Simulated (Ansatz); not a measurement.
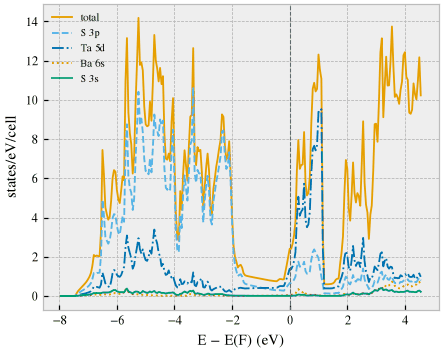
Total and projected density of states of BaTaS3 in space group P6_3/mmc (No. 194; Ba on 2d, S on 6h, Ta on 2a), r²SCAN (plane waves, PAW; program Ansatz)

Q: Which orbitals carry the states next to the Fermi level?

A: Within 0.5 eV of the Fermi level: Ta 5d 62 %, S 3p 25 %, outside the projected shells 9 %. Projections are on Löwdin-orthogonalised atomic valence shells; empty p or d shells of many metals are not among them.

Q: Where is the tallest occupied peak in this window, and what makes it?

A: Near -5.2 eV, about 14 states/eV per cell; the largest projected share is S 3p.

The workflow started from an entry of the Crystallography Open Database (COD). Whether it is the stable phase at ambient conditions was not checked. The r²SCAN relaxation kept the symmetry of its start; whether a distortion lowers the energy is not shown. The run is not spin-polarised. Scalar-relativistic: spin–orbit coupling is off unless named, which matters more the heavier the elements.

Potentials: the later of the program's two PAW sets.
